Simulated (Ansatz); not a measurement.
Abstraction of Br: C2H5BrSi + CH2Br → C2H5Si + CH2Br2

Species: C2H5BrSi `C=C[SiH2]Br`, singlet; CH2Br `[CH2]Br`, doublet; C2H5Si `C=C[SiH2]`, doublet; CH2Br2 (dibromomethane) `BrCBr`, singlet. A radical takes Br: the energy is the difference in strength between the Si–Br bond broken and the C–Br bond made.

Shapes, held fixed at every level: PBE0-D4/def2-TZVP. Flexible molecules stand in one conformer, not always the lowest. Programs: Ansatz 0.2.0. The zero-point and thermal change to 298 K, harmonic and unscaled (PBE0-D4/def2-TZVP), is +3.9 kJ/mol.

| level | kind | ΔH(298 K) (kJ/mol) | CPU time (sum over the molecules) |
| --- | --- | --- | --- |
| SPW92/def2-TZVPP | LDA | +89.9 | 15 s |
| r2SCAN-D4/def2-TZVPP | meta-GGA | +117.0 | 63 s |
| B3LYP-D4/def2-TZVPP | global hybrid | +112.7 | 54 s |
| PBE0-D4/def2-TZVPP | global hybrid | +111.1 | 38 s |
| wB97M-V/def2-TZVPP | range-separated hybrid | +121.4 | 2.3 min |
| wB97X-V/def2-TZVPP | range-separated hybrid | +121.1 | 100 s |
| B2PLYP/def2-TZVPP | double hybrid | +116.7 | 63 s |

B2PLYP/def2-TZVPP gives ΔH(298 K) = +116.7 kJ/mol; the levels span +89.9 to +121.4. The median of the levels is +116.7. No measured value is set beside it here. Spin contamination: C2H5Si (⟨S²⟩ up to 0.90). Open shells run unrestricted unless RO is named. Relativity is left out for Br unless named. Correlated rows may include outer-core shells of Br, which these sets cover unevenly. Times are processor times on shared x86 and Arm servers, and rough.

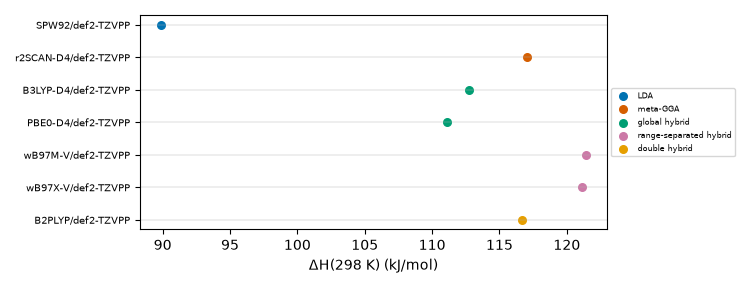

The values of the table, level by level.
